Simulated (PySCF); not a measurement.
```xyz
2

S     0.0000    0.0000   -1.8675
I     0.0000    0.0000    0.4705
```

Core potentials replace the inner electrons of I.

Level of theory: PySCF, PBE0/cc-pVDZ(-PP), non-relativistic Hamiltonian with scalar-relativistic core potentials where named, at a bond length of 2.338 Å.

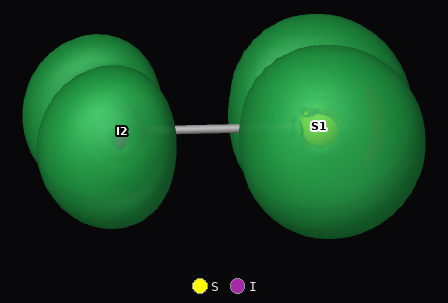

SI (doublet). Isosurfaces of the spin density at +0.015 (green) and −0.015 e/Å³ (red), seen from one side.

Q: Describe the spin distribution.

A: The unpaired spin (1 electron) lies mostly on S1 (about 0.8) and I2 (about 0.2), in electrons by Hirshfeld's partition.
